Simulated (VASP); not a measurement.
Band structure of PtC (relaxed from the rock salt structure, space group Fm-3m). All values below come from PBE GGA, VASP's PBE PAW potentials (set 64) (plane waves; VASP).

Unless said otherwise, spin-orbit coupling is left out, though it shifts the bands of the heavy elements here.

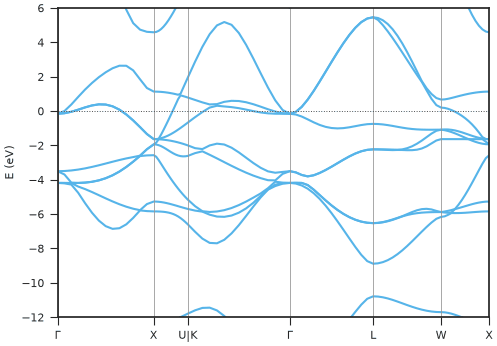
*Bands along high-symmetry lines, zero at the valence-band maximum or, without a gap, the Fermi level*

### Question
Read the plot: is there a gap, and where are the band edges?

### Answer
It has no gap at this level: it comes out as a metal or semimetal. (Edges off the drawn lines would not show.)

The structure was generated: PtC was put into the rock salt type (Fm-3m), which need not be its known phase. It was relaxed first, which changed the volume by -7 %.
